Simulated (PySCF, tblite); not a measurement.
# C5H9FO: magnetic properties

What do calculations give for the magnetic properties of C5H9FO (`C=COC[C@@H](C)F`)?

Programs: tblite 0.8.0 and PySCF 2.14.0, with routines of our own; each step states its level. All values are computed. Atoms count from 0.

### 1 The system as given

16 atoms, charge 0, multiplicity 1; geometry from: force field or distance geometry start.

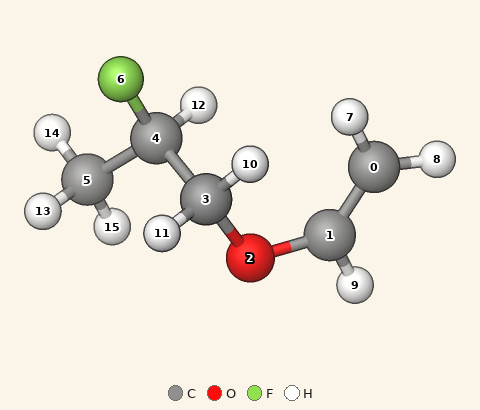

The starting geometry (carbon grey, oxygen red, fluorine green, hydrogen white).

### 2 Optimising the geometry with GFN2-xTB, one coordinate held

The job: settings as JSON, then the geometry in Å.

```
{"job": {"kind": "relax", "xc": "GFN2-xTB", "basis": "xTB"}, "charge": 0, "multiplicity": 1}
C      1.532300    -0.486700    -2.505700
C      1.689600    -0.791000    -1.225100
O      0.949000    -0.442700    -0.131700
C     -0.202600     0.393100    -0.386100
C     -1.421200    -0.495400    -0.635500
C     -1.829700    -1.319900     0.563500
F     -2.468600     0.312400    -0.984100
H      0.714200     0.135600    -2.860700
H      2.228900    -0.857000    -3.246500
H      2.517900    -1.416100    -0.879600
H     -0.031900     1.017700    -1.257600
H     -0.401800     1.030800     0.487100
H     -1.231500    -1.161700    -1.477900
H     -2.058600    -0.672000     1.413300
H     -2.731100    -1.886900     0.343200
H     -1.036900    -2.012900     0.876500
```

Command:

```sh
> OMP_NUM_THREADS=1 python excited_run.py task.json out
```

One launch serves the whole session: the jobs run in the order shown.

Log:

```text
step      E/eV     max force
  0    -654.71665    1.161
  1    -654.75667    0.416
  2    -654.76931    0.348
  3    -654.77633    0.286
  4    -654.78199    0.208
  5    -654.78559    0.187
  6    -654.78804    0.183
  7    -654.79052    0.169
  8    -654.79246    0.184
  9    -654.79407    0.183
 10    -654.79542    0.213
 11    -654.79678    0.209
 12    -654.79825    0.171
 13    -654.79963    0.157
 14    -654.80059    0.138
 15    -654.80116    0.134
 16    -654.80154    0.141
 17    -654.80186    0.146
 18    -654.80214    0.140
 19    -654.80235    0.130
 20    -654.80253    0.124
 21    -654.80272    0.119
 22    -654.80293    0.112
 23    -654.80313    0.105
 24    -654.80329    0.102
 25    -654.80344    0.104
 26    -654.80360    0.105
 27    -654.80377    0.105
 28    -654.80396    0.100
 29    -654.80416    0.094
 30    -654.80437    0.088
 31    -654.80458    0.083
 32    -654.80479    0.078
 33    -654.80497    0.073
 34    -654.80512    0.070
 35    -654.80526    0.070
 36    -654.80538    0.072
 37    -654.80547    0.066
 38    -654.80554    0.064
 39    -654.80562    0.066
 40    -654.80570    0.073
 41    -654.80579    0.080
 42    -654.80587    0.088
 43    -654.80596    0.094
 44    -654.80604    0.101
 45    -654.80611    0.106
 46    -654.80616    0.109
 47    -654.80621    0.113
 48    -654.80624    0.118
 49    -654.80627    0.125
 50    -654.80629    0.129
 51    -654.80631    0.132
```

Wall time 0.31 s (1 thread of Arm Neoverse V2, shared host); peak memory 0.18 GiB.

One coordinate is held by a constraint (a dihedral, as typed in the start), so the force along it need not vanish.

Relaxation path: (not every step is listed)

```csv
step,energy from step 0 (eV),largest force (eV/Å)
0,0.0000,1.1607
1,-0.0400,0.4157
2,-0.0527,0.3484
3,-0.0597,0.2864
4,-0.0653,0.2083
5,-0.0689,0.1872
6,-0.0714,0.1827
7,-0.0739,0.1685
8,-0.0758,0.1842
11,-0.0801,0.2093
14,-0.0839,0.1382
17,-0.0852,0.1460
20,-0.0859,0.1240
23,-0.0865,0.1053
26,-0.0870,0.1049
29,-0.0875,0.0937
32,-0.0881,0.0777
35,-0.0886,0.0696
38,-0.0889,0.0640
41,-0.0891,0.0801
44,-0.0894,0.1006
46,-0.0895,0.1095
47,-0.0896,0.1131
48,-0.0896,0.1180
49,-0.0896,0.1245
50,-0.0896,0.1290
51,-0.0897,0.1317
```

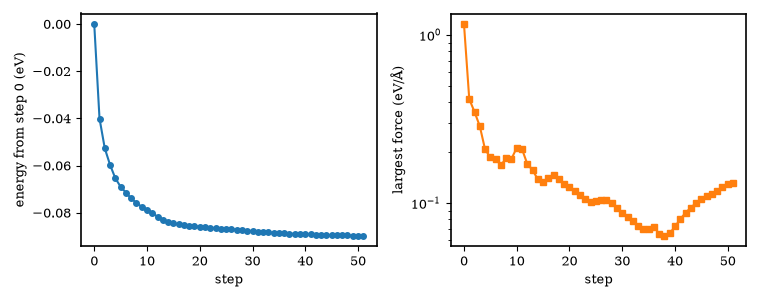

Energy and largest force along the relaxation.

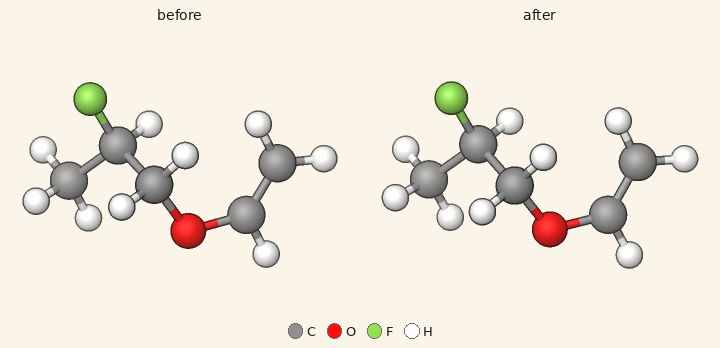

Before and after, at one scale.

Distances of close pairs at the start and the end, largest changes first:

```csv
bond,before (Å),after (Å),change (Å)
O2–C3,1.445,1.408,-0.037
C4–F6,1.368,1.384,+0.016
C5–H15,1.099,1.086,-0.013
C0–H7,1.087,1.075,-0.012
C1–H9,1.094,1.082,-0.012
C3–H10,1.086,1.095,+0.009
C0–H8,1.082,1.073,-0.009
C1–O2,1.366,1.357,-0.008
```

The final coordinates are the input of the step that follows.

### 3 Magnetic properties: GIAO PBE/pcSseg-1

The job: settings as JSON, then the geometry in Å.

```
{"job": {"kind": "mag", "xc": "PBE", "basis": "pcSseg-1", "isotopologues": 0}, "charge": 0, "multiplicity": 1}
C      1.511911    -0.539018    -2.515263
C      1.714207    -0.769181    -1.228413
O      0.948784    -0.434152    -0.158696
C     -0.191047     0.367648    -0.361528
C     -1.436694    -0.486279    -0.640517
C     -1.851068    -1.313493     0.562381
F     -2.464865     0.372207    -0.989520
H      0.652699    -0.023822    -2.905816
H      2.237397    -0.868034    -3.234655
H      2.588524    -1.301929    -0.878169
H     -0.039969     1.083942    -1.176044
H     -0.340037     0.922015     0.570875
H     -1.266027    -1.125476    -1.516950
H     -2.123771    -0.657776     1.385917
H     -2.704419    -1.939092     0.314343
H     -1.018207    -1.941108     0.865269
```

Method: GIAO PBE/pcSseg-1 magnetisability, rotational g tensor and spin-rotation constants, non-relativistic, gas phase.

Log:

```text
coarse grid: 13184 points
cycle   1  E = -370.2995936083  dE =  6.539e-01  |g| = 7.768e-01  |ddm| = 3.413e+00
cycle   2  E = -370.1242981657  dE =  1.753e-01  |g| = 1.248e+00  |ddm| = 1.603e+00
cycle   3  E = -370.4152114320  dE = -2.909e-01  |g| = 1.793e-01  |ddm| = 1.048e+00
cycle   4  E = -370.4206195693  dE = -5.408e-03  |g| = 6.837e-02  |ddm| = 1.527e-01
cycle   5  E = -370.4213792002  dE = -7.596e-04  |g| = 3.314e-02  |ddm| = 7.070e-02
cycle   6  E = -370.4216511857  dE = -2.720e-04  |g| = 7.132e-03  |ddm| = 3.366e-02
cycle   7  E = -370.4216630983  dE = -1.191e-05  |g| = 1.527e-03  |ddm| = 5.979e-03
cycle   8  E = -370.4216636313  dE = -5.330e-07  |g| = 3.158e-04  |ddm| = 1.399e-03
final grid: 127200 points
cycle   9  E = -370.5034391652  dE = -2.362e-05  |g| = 2.117e-02  |ddm| = 3.734e-02
cycle  10  E = -370.5031688318  dE =  2.703e-04  |g| = 4.334e-02  |ddm| = 4.011e-02
cycle  11  E = -370.5035178952  dE = -3.491e-04  |g| = 6.765e-03  |ddm| = 3.036e-02
cycle  12  E = -370.5035291633  dE = -1.127e-05  |g| = 1.332e-03  |ddm| = 6.598e-03
cycle  13  E = -370.5035294993  dE = -3.359e-07  |g| = 3.900e-04  |ddm| = 1.218e-03
cycle  14  E = -370.5035295335  dE = -3.425e-08  |g| = 4.387e-05  |ddm| = 3.141e-04
cycle  15  E = -370.5035295338  dE = -3.092e-10  |g| = 2.451e-05  |ddm| = 4.968e-05
converged SCF energy = -370.5035295338

Magnetisability tensor (1e-30 J/T^2)
    -1091.36      -14.28       -6.49
      -14.28    -1110.06        3.61
       -6.49        3.61    -1031.58
isotropic -1077.67   principal values   -1117.79  -1084.68  -1030.54
isotropic susceptibility -64.899 1e-6 cm^3/mol

Inertial axes            a          b          c
rot. const./GHz      4.7068     1.5412     1.3492
chi total           -65.019    -63.440    -66.237
chi diamagnetic    -352.196   -857.584   -964.984
chi paramagnetic    287.176    794.144    898.747
quadrupole/D A       -0.641     -0.683      1.324
g nuclear            0.6091     0.5654     0.5623
g electronic        -0.6350    -0.5750    -0.5697
g total             -0.0259    -0.0096    -0.0074

Spin-rotation constants (kHz, H = +C I.J)
atom  isotope        aa         bb         cc
  6    19F        3.317      0.600      0.763
  7     1H       -0.085     -0.017     -0.162
  8     1H        0.150     -0.146     -0.117
  9     1H        0.024     -0.022     -0.131
 10     1H       -0.403      0.042     -0.117
 11     1H       -0.368     -0.120      0.001
 12     1H       -0.338     -0.123      0.033
 13     1H       -0.356     -0.151     -0.040
 14     1H       -0.235     -0.168     -0.046
 15     1H       -0.245     -0.059     -0.145
  0    13C*       1.629      0.354      0.226
  1    13C*       2.241      0.508      0.362
  2    17O*      -0.927     -0.323     -0.129
  3    13C*       0.998      0.386      0.320
  4    13C*       1.101      0.376      0.397
  5    13C*       0.737      0.219      0.218
* in the singly substituted isotopologue
```

It took 25 s on 1 thread of Arm Neoverse V2, shared host; peak memory 0.56 GiB.

Key values:

```csv
quantity,value
magnetisability,-1078·10⁻³⁰ J/T²
molar susceptibility,-64.9·10⁻⁶ cm³/mol
"rotational g (a, b, c)","-0.0259, -0.0096, -0.0074"
```

### 4 Results

| quantity | value |
| --- | --- |
| magnetisability (step 3, GIAO PBE/pcSseg-1) | -1078·10⁻³⁰ J/T² |
| molar susceptibility (step 3, GIAO PBE/pcSseg-1) | -64.9·10⁻⁶ cm³/mol |
| rotational g (a, b, c) (step 3, GIAO PBE/pcSseg-1) | -0.0259, -0.0096, -0.0074 |

In words: The values above hold for this geometry and these levels alone. Vibrational averaging and real surroundings are missing from these values.
